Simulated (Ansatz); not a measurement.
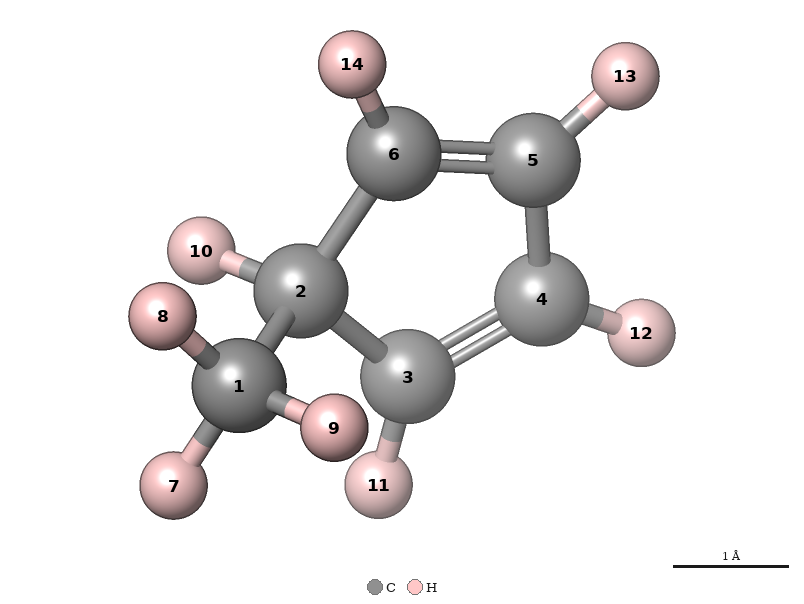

Orthographic view. Depth is shown by fading: the farther an atom, the more it takes the colour of the background. The computed structure is the end point of a PBE-D4/def2-SVP optimisation. No frequency run is at hand to confirm it as a minimum.

Write a MOL file (V2000) with the atoms in numerical order, bonds sorted by atom number with the orders drawn, and coordinates in the frame of the picture: x right, y up, z towards the viewer, origin at the mean position.

```
C6H8
                    3D

 14 14  0  0  0  0  0  0  0  0999 V2000
   -1.2100   -0.8100    1.0900 C   0  0  0  0  0  0  0  0  0  0  0  0
   -0.6700    0.0200   -0.0900 C   0  0  0  0  0  0  0  0  0  0  0  0
    0.2600   -0.7300   -1.0100 C   0  0  0  0  0  0  0  0  0  0  0  0
    1.4400   -0.0500   -1.1100 C   0  0  0  0  0  0  0  0  0  0  0  0
    1.3600    1.1600   -0.2800 C   0  0  0  0  0  0  0  0  0  0  0  0
    0.1400    1.2200    0.3100 C   0  0  0  0  0  0  0  0  0  0  0  0
   -1.7900   -1.6900    0.7300 H   0  0  0  0  0  0  0  0  0  0  0  0
   -1.8900   -0.2000    1.7300 H   0  0  0  0  0  0  0  0  0  0  0  0
   -0.3800   -1.1800    1.7200 H   0  0  0  0  0  0  0  0  0  0  0  0
   -1.5500    0.3700   -0.6900 H   0  0  0  0  0  0  0  0  0  0  0  0
    0.0100   -1.6800   -1.5000 H   0  0  0  0  0  0  0  0  0  0  0  0
    2.3100   -0.3500   -1.7000 H   0  0  0  0  0  0  0  0  0  0  0  0
    2.1700    1.9000   -0.1800 H   0  0  0  0  0  0  0  0  0  0  0  0
   -0.2200    2.0100    0.9900 H   0  0  0  0  0  0  0  0  0  0  0  0
  1  2  1  0
  1  7  1  0
  1  8  1  0
  1  9  1  0
  2  3  1  0
  2  6  1  0
  2 10  1  0
  3  4  2  0
  3 11  1  0
  4  5  1  0
  4 12  1  0
  5  6  2  0
  5 13  1  0
  6 14  1  0
M  END
```
